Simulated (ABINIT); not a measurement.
# Dielectric function and optical constants of BaZrO3

Wanted: where BaZrO3 starts to absorb, how strongly, and its refractive index.

Main program and level: ABINIT 10.8.3; DFT, PBE, plane waves with norm-conserving potentials (PseudoDojo), scalar-relativistic, independent-particle linear optical response without local fields.

### 1. The structure

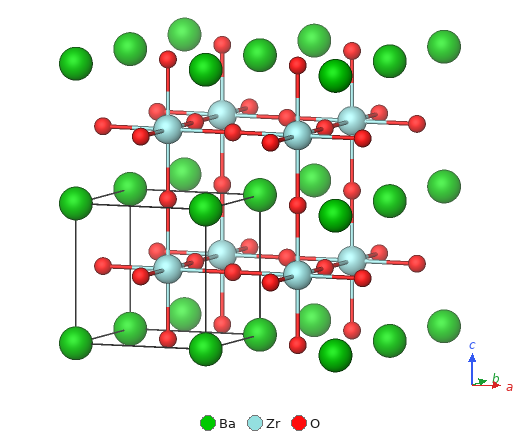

Start, viewed slightly off an axis; barium green, zirconium light teal, oxygen red. 2×2×2 cells are drawn. Some periodic images of atoms are drawn too.

Coordinates:

```cif
data_structure
_symmetry_space_group_name_H-M 'Pm-3m'
_symmetry_Int_Tables_number 221
_cell_length_a 4.1913
_cell_length_b 4.1913
_cell_length_c 4.1913
_cell_angle_alpha 90.000
_cell_angle_beta 90.000
_cell_angle_gamma 90.000
_cell_volume 73.63
loop_
_atom_site_label
_atom_site_type_symbol
_atom_site_symmetry_multiplicity
_atom_site_Wyckoff_symbol
_atom_site_fract_x
_atom_site_fract_y
_atom_site_fract_z
_atom_site_occupancy
Ba1 Ba 1 a 0.00000 0.00000 0.00000 1
Zr1 Zr 1 b 0.50000 0.50000 0.50000 1
O1 O 3 c 0.50000 0.50000 0.00000 1
```

### 2. Ground state, bands and velocity matrix elements

The self-consistent density comes first; it also tells whether there is a gap, which decides the occupations and the need for a Drude term.

This step: DFT, PBE, plane waves with norm-conserving potentials (PseudoDojo), scalar-relativistic, ground state, bands at fixed density and velocity matrix elements (ABINIT 10.8.3).

File run.abi:

```
# ground state, bands on a dense mesh, and the derivatives d/dk of the wave functions
ndtset 3

ngkpt1 5 5 5
shiftk1 0.0 0.0 0.0
tolvrs1 1.0d-12
nband1 24
prtden1 1

iscf2 -2
getden2 1
ngkpt2 8 8 8
shiftk2 0.0 0.0 0.0
kptopt2 1
nband2 53
nbdbuf2 4
tolwfr2 1.0d-14

optdriver3 8
wfk_task3 "wfk_ddk"
prtevk3 1
getwfk3 2
getden3 1
iscf3 -2
ngkpt3 8 8 8
shiftk3 0.0 0.0 0.0
kptopt3 1
nband3 53

nshiftk 1
occopt 3
tsmear 0.001837
ecut 45.0
nstep 80
iomode 3
chksymbreak 0
chkprim 0
chksymtnons 0
acell 3*1.0 Angstrom
rprim
  4.191340000000 0.000000000000 0.000000000000
  0.000000000000 4.191340000000 0.000000000000
  0.000000000000 0.000000000000 4.191340000000
natom 5
ntypat 3
znucl 56 40 8
typat 1 2 3 3 3
xred
  0.000000000000 0.000000000000 0.000000000000
  0.500000000000 0.500000000000 0.500000000000
  0.500000000000 0.500000000000 0.000000000000
  0.500000000000 0.000000000000 0.500000000000
  0.000000000000 0.500000000000 0.500000000000
pseudos "Ba.upf, Zr.upf, O.upf"
```

Launch:

```
$ mpirun -n 4 abinit run.abi
```

Numbers of over 12 decimals in the logs are rounded to 6 here.

The program printed:

```text
DATASET    1 : space group Pm -3 m (#221); Bravais cP (primitive cubic)
 DATASET    2 : space group Pm -3 m (#221); Bravais cP (primitive cubic)
 DATASET    3 : space group Pm -3 m (#221); Bravais cP (primitive cubic)
            ngfft          48      48      48
                         0.06400    0.19200    0.19200    0.06400
                         0.04688    0.04688    0.02344    0.02344    0.04688    0.02344
                         0.02344    0.02344    0.00586    0.01563    0.04688    0.04688
                         0.02344    0.04688    0.09375    0.04688    0.04688    0.04688
                         0.01172    0.01563    0.04688    0.02344    0.04688    0.04688
                         0.01172    0.01563    0.02344    0.01172    0.00195
                         0.04688    0.04688    0.02344    0.02344    0.04688    0.02344
                         0.02344    0.02344    0.00586    0.01563    0.04688    0.04688
                         0.02344    0.04688    0.09375    0.04688    0.04688    0.04688
                         0.01172    0.01563    0.04688    0.02344    0.04688    0.04688
                         0.01172    0.01563    0.02344    0.01172    0.00195
== DATASET  1 ==================================================================
 Real(R)+Recip(G) space primitive vectors, cartesian coordinates (Bohr,Bohr^-1):
 R(1)=  7.9204847  0.0000000  0.0000000  G(1)=  0.1262549  0.0000000  0.0000000
 R(2)=  0.0000000  7.9204847  0.0000000  G(2)=  0.0000000  0.1262549  0.0000000
 R(3)=  0.0000000  0.0000000  7.9204847  G(3)=  0.0000000  0.0000000  0.1262549
 Unit cell volume ucvol=  4.9688430E+02 bohr^3
 Angles (23,13,12)=  9.00000000E+01  9.00000000E+01  9.00000000E+01 degrees
 getcut: wavevector=  0.0000  0.0000  0.0000  ngfft=  48  48  48
     iter   Etot(hartree)      deltaE(h)  residm     vres2
 ETOT  1  -128.21709514059    -1.282E+02 1.666E-01 1.553E+03
 ETOT  2  -127.76904202106     4.481E-01 4.947E-02 2.916E+03
 ETOT  3  -128.66120305968    -8.922E-01 8.670E-03 9.630E+01
 ETOT  4  -128.68449330197    -2.329E-02 2.318E-03 4.168E+00
 ETOT  5  -128.68478694018    -2.936E-04 3.831E-04 1.920E+00
 ETOT  6  -128.68523677135    -4.498E-04 1.736E-04 2.937E-02
 ETOT  7  -128.68524019215    -3.421E-06 4.197E-04 4.322E-03
 ETOT  8  -128.68524116870    -9.766E-07 1.431E-04 1.082E-04
 ETOT  9  -128.68524119400    -2.530E-08 3.967E-04 3.555E-06
 ETOT 10  -128.68524119440    -4.061E-10 1.232E-04 2.702E-08
 ETOT 11  -128.68524119442    -1.248E-11 3.073E-04 7.905E-10
 ETOT 12  -128.68524119442    -1.819E-12 8.835E-05 1.263E-11
 ETOT 13  -128.68524119441     5.116E-12 2.062E-04 6.942E-14
 At SCF step   13       vres2   =  6.94E-14 < tolvrs=  1.00E-12 =>converged.
 Cartesian components of stress tensor (hartree/bohr^3)
  sigma(1 1)= -1.43622797E-04  sigma(3 2)=  0.00000000E+00
  sigma(2 2)= -1.43622797E-04  sigma(3 1)=  0.00000000E+00
  sigma(3 3)= -1.43622797E-04  sigma(2 1)=  0.00000000E+00
 Mean square residual over all n,k,spin=   12.692E-07; max=  20.624E-05
 Fermi (or HOMO) energy (hartree) =   0.29319   Average Vxc (hartree)=  -0.40395
 Eigenvalues (hartree) for nkpt=  10  k points:
 kpt#   1, nband= 24, wtk=  0.00800, kpt=  0.0000  0.0000  0.0000 (reduced coord)
  -1.49150   -0.69313   -0.68910   -0.68910   -0.68910   -0.36305   -0.35272   -0.35272
  -0.14637   -0.14637   -0.14637    0.18303    0.18303    0.18303    0.19987    0.19987
   0.19987    0.22828    0.22828    0.22828    0.35426    0.35426    0.35426    0.40908
   2.00000    2.00000    2.00000    2.00000    2.00000    2.00000    2.00000    2.00000
   2.00000    2.00000    2.00000    2.00000    2.00000    2.00000    2.00000    2.00000
   2.00000    2.00000    2.00000    2.00000    0.00000    0.00000    0.00000    0.00000
kinetic             :  5.41952068102152E+01
hartree             :  2.48127407745154E+01
xc                  : -2.94082236778709E+01
Ewald energy        : -9.89944784172203E+01
psp_core            :  5.16310209714224E+00
local_psp           : -8.56002112766235E+01
non_local_psp       :  1.14662249542948E+00
internal            : -1.28685241194412E+02
'-kT*entropy'       :  3.13238223906849E-15
total_energy        : -1.28685241194412E+02
total_energy_eV     : -3.50170380229838E+03
 Cartesian components of stress tensor (hartree/bohr^3)
  sigma(1 1)= -1.43622797E-04  sigma(3 2)=  0.00000000E+00
  sigma(2 2)= -1.43622797E-04  sigma(3 1)=  0.00000000E+00
  sigma(3 3)= -1.43622797E-04  sigma(2 1)=  0.00000000E+00
-Cartesian components of stress tensor (GPa)         [Pressure=  4.2255E+00 GPa]
== DATASET  2 ==================================================================
 Real(R)+Recip(G) space primitive vectors, cartesian coordinates (Bohr,Bohr^-1):
 R(1)=  7.9204847  0.0000000  0.0000000  G(1)=  0.1262549  0.0000000  0.0000000
 R(2)=  0.0000000  7.9204847  0.0000000  G(2)=  0.0000000  0.1262549  0.0000000
 R(3)=  0.0000000  0.0000000  7.9204847  G(3)=  0.0000000  0.0000000  0.1262549
 Unit cell volume ucvol=  4.9688430E+02 bohr^3
 Angles (23,13,12)=  9.00000000E+01  9.00000000E+01  9.00000000E+01 degrees
 getcut: wavevector=  0.0000  0.0000  0.0000  ngfft=  48  48  48
 Mean square residual over all n,k,spin=   46.957E-16; max=  99.921E-16
 Eigenvalues (hartree) for nkpt=  35  k points:
 kpt#   1, nband= 53, wtk=  0.00195, kpt=  0.0000  0.0000  0.0000 (reduced coord)
  -1.49150   -0.69313   -0.68910   -0.68910   -0.68910   -0.36305   -0.35272   -0.35272
  -0.14637   -0.14637   -0.14637    0.18303    0.18303    0.18303    0.19987    0.19987
   0.19987    0.22828    0.22828    0.22828    0.35426    0.35426    0.35426    0.40908
   0.40908    0.45476    0.51036    0.51036    0.54981    0.54981    0.54981    0.79329
   0.79329    0.79329    0.80732    0.85255    0.90485    0.90485    0.90485    1.00218
   1.00218    1.09249    1.09249    1.09249    1.09445    1.09445    1.09445    1.25633
   1.25633    1.25633    1.27312    1.27312    1.29184
== DATASET  3 ==================================================================
            ngfft          48      48      48
                         0.06400    0.19200    0.19200    0.06400
                         0.04688    0.04688    0.02344    0.02344    0.04688    0.02344
                         0.02344    0.02344    0.00586    0.01563    0.04688    0.04688
                         0.02344    0.04688    0.09375    0.04688    0.04688    0.04688
                         0.01172    0.01563    0.04688    0.02344    0.04688    0.04688
                         0.01172    0.01563    0.02344    0.01172    0.00195
                         0.04688    0.04688    0.02344    0.02344    0.04688    0.02344
                         0.02344    0.02344    0.00586    0.01563    0.04688    0.04688
                         0.02344    0.04688    0.09375    0.04688    0.04688    0.04688
                         0.01172    0.01563    0.04688    0.02344    0.04688    0.04688
                         0.01172    0.01563    0.02344    0.01172    0.00195
[shortened to cell, iterations, levels, energies and stress; the echo of variables, forces, comments, warnings and credits are left out]
```

Run time: 2 min. Hardware: 4 MPI ranks of Arm Neoverse V1, shared host; peak memory 0.16 GiB; 8 min of CPU time.

Read-outs, printed or worked out from the files:

| Property | Result |
| --- | --- |
| total energy | -128.7 Ha |
| gap on the k-mesh | 3.219 eV |
| direct gap on the mesh | 3.428 eV |

There is a gap, 3.22 eV on this mesh (points off the mesh can give less), so no carriers' term is needed.

### 3. Optical response

The spectrum is a sum over vertical transitions between filled and empty bands at the fixed density, so many empty bands are needed.

This step: DFT, PBE, plane waves with norm-conserving potentials (PseudoDojo), scalar-relativistic, independent-particle linear optical response without local fields (ABINIT 10.8.3).

File optic.abi:

```
&FILES
 ddkfile_1 = 'runo_DS3_1_EVK.nc',
 ddkfile_2 = 'runo_DS3_2_EVK.nc',
 ddkfile_3 = 'runo_DS3_3_EVK.nc',
 wfkfile = 'runo_DS2_WFK.nc'
/
&PARAMETERS
 broadening = 0.001837,
 domega = 0.0020212,
 maxomega = 0.80849,
 scissor = 0.0,
 tolerance = 0.002,
 nband_sum = 49
/
&COMPUTATIONS
 num_lin_comp = 1,
 lin_comp = 11,
 num_nonlin_comp = 0,
 num_linel_comp = 0,
 num_nonlin2_comp = 0
/
```

Launch:

```
$ optic optic.abi
```

The program printed:

```text

 OPTIC has originally been developed by
 S. Sharma, J. K. Dewhurst and C. Ambrosch-Draxl, Phys. Rev. B 67, 165332 (2003), and
 S. Sharma and C. Ambrosch-Draxl, Physica Scripta T 109 (2004).

 rprimd(bohr)      =   7.92048   0.00000   0.00000
                       0.00000   7.92048   0.00000
                       0.00000   0.00000   7.92048
 natom             =       5
 nkpt,mband        =      35      53
 ecut              =  45.00000 Ha
 newocc: new Fermi energy is       0.286508 , with nelect=     40.000000, Number of bisection calls: 3
 Fermi level: 7.7963  (eV)

 fermie            =   0.28651 Ha   7.79629 eV
 Scissor shift     =   0.00000 Ha
 Tolerance on closeness to singularities     =   0.00200 Ha
 Smearing factor      =   0.00184 Ha
 Will use the antiresonant approximation (meaning that the antiresonant terms are neglected)
 Will not perform the bands decomposition
 linear coeffs to be calculated :
 11
 non-linear coeffs to be calculated :

 electronic part of electro-optic coeffs to be calculated :

 non-linear coeffs (V2) to be calculated :

 linear optic matrix elements will be printed :0
 optic : Call pmat2cart
 No scissor shift to be applied. Returning to main optic routine.
 optic : Call linopt
  linopt            1           1
 calculated the component:           1           1   of dielectric function
  with broadening:         (0.000000,1.83700000000000009E-003)
 and scissors shift:   0.000000
 energy window:   74.772300      eV   2.747831      Ha
 optic : Call nlinopt
 optic : Call linelop
 optic : Call nonlinopt

================================================================================

 Calculation completed.
-
program: optic
version: 10.8.3
start_datetime:
end_datetime:
overall_cpu_time:           0.2
overall_wall_time:           0.2
mpi_procs: 1
omp_threads: 1
...
```

The job ended after 0.71 s (1 thread; peak memory 0.05 GiB).

Numbers from this step:

| Quantity | Value |
| --- | --- |
| electronic dielectric constant ε∞, mean over x, y and z (by symmetry where fewer were run) | 4.898 |

The Im ε, E ∥ x has structure finer than the step of the table below, so its rows give means over 2 eV, whole bins alone (the curve runs from 0.0550 to 21.9 eV). Peaks (eV: height): 5.4: 6.78, 5.8: 6.21, 6.3: 10.6, 7.9: 8.49, 9.5: 7.06, 9.8: 6.43, 10.2: 6.33.

Sum at mesh points, not converged in k; values under the direct gap are tails of Lorentzian lines. The Im ε, E ∥ x by photon energy; means over each step:

```csv
photon energy (eV),"Im ε, E ∥ x"
2,0.0221
4,1.42
6,5.27
8,4.71
10,4.86
12,1.27
14,1.33
16,2.10
18,3.44
20,1.83
```

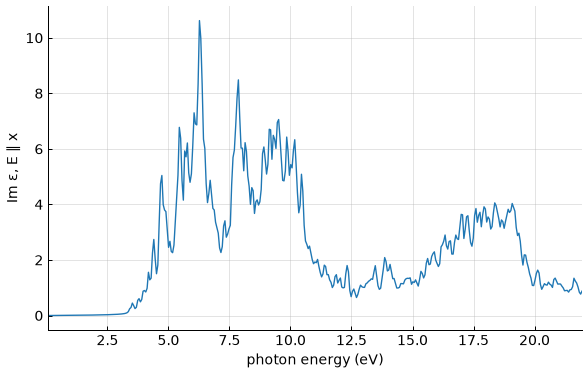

Im ε, E ∥ x against photon energy.

The reflectivity at normal incidence, E ∥ x has structure finer than the step of the table below, so its rows give means over 1 eV, whole bins alone (the curve runs from 0.0550 to 21.9 eV). Peaks (eV: height): 6.3: 38.7, 10.3: 45.1, 10.6: 50.9, 19.5: 49.7, 19.9: 52.0, 20.2: 49.3, 21.8: 41.4.

Sum at mesh points, not converged in k. The reflectivity at normal incidence, E ∥ x by photon energy; means over each step:

```csv
photon energy (eV),"reflectivity at normal incidence, E ∥ x (%)"
1,14.5
2,15.4
3,17.4
4,21.5
5,24.9
6,29.9
7,19.2
8,27.2
9,26.2
10,36.2
11,38.5
12,18.5
13,6.03
14,7.63
15,6.19
16,11.5
17,16.2
18,22.5
19,33.7
20,43.3
21,33.3
```

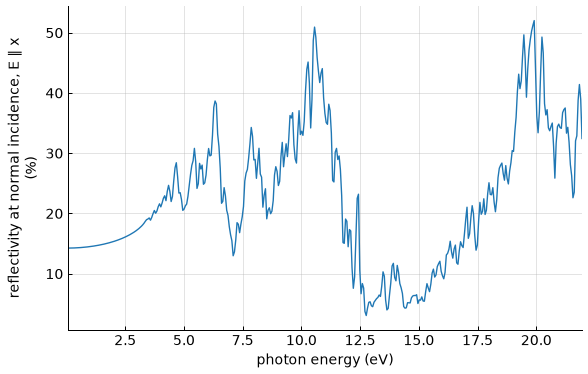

Reflectivity at normal incidence, E ∥ x against photon energy.

The loss function −Im 1/ε at q → 0, E ∥ x has structure finer than the step of the table below, so its rows give means over 2 eV, whole bins alone (the curve runs from 0.0550 to 21.9 eV). Peaks (eV: height): 11.7: 0.947, 12.1: 0.974, 12.5: 1.30, 13.5: 0.560, 14.3: 0.580, 20.7: 0.791, 21.5: 0.957.

Sum at mesh points, not converged in k; values under the direct gap are tails of Lorentzian lines. Table of loss function −Im 1/ε at q → 0, E ∥ x by energy loss; means over each step:

| energy loss (eV) | loss function −Im 1/ε at q → 0, E ∥ x |
| --- | --- |
| 2 | 7.6e-4 |
| 4 | 0.0234 |
| 6 | 0.107 |
| 8 | 0.143 |
| 10 | 0.193 |
| 12 | 0.680 |
| 14 | 0.403 |
| 16 | 0.241 |
| 18 | 0.272 |
| 20 | 0.436 |

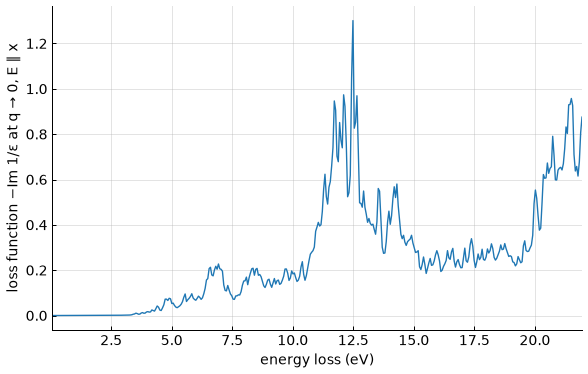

Loss function −Im 1/ε at q → 0, E ∥ x, plotted against energy loss.

From ε follow the optical constants at some laser and lamp lines:

```csv
wavelength (nm),n,k,R (%),1/α
1550,2.22,0.001,14.4,89 µm
1064,2.24,0.002,14.6,41 µm
633,2.28,0.004,15.3,12 µm
450,2.38,0.008,16.6,4.5 µm
308,2.70,0.165,21.2,148 nm
248,2.56,0.494,20.7,40 nm
193,1.90,1.773,34.2,8.7 nm
```

Below the direct gap, k and the depth come from the tails of the Lorentzian lines, not from transitions.

Rows near the edge hang on the gap, which this functional as a rule makes too small, and phonon-assisted absorption is left out.

### 4. What came out

```
electronic dielectric constant ε∞, mean over x, y and z (by symmetry where fewer were run) (independent particles) : 4.90
```

In words: At this level (PBE, independent particles) BaZrO3 has ε∞ = 4.90 and n = 2.22 at 1550 nm. On the mesh the gap is 3.22 eV and the least direct gap 3.43 eV, so on this mesh the band edges lie at different points. Excitons and phonon-assisted transitions are missing, and so are local fields; PBE gaps are as a rule too small, which pulls the onset down and ε∞ up. Spin-orbit coupling is left out although heavy atoms are present. The sum runs over mesh points 0.19 Å⁻¹ apart with no interpolation, so peaks are partly noise of the mesh and static values carry its error. Besides steps told in other documents, this task had 1 run with a known fault of program or setting; those not told in a step above aren't shown.

[Logs are printed without paths, hosts, clocks, repeated set-up lines and the standing remarks that a program may print on its own settings, such as how far it seeks lower states.]

[Hosts, paths, dates, database ids (printed as entryN), source tags and the programs' standing remarks are cut or masked in the printed files.]
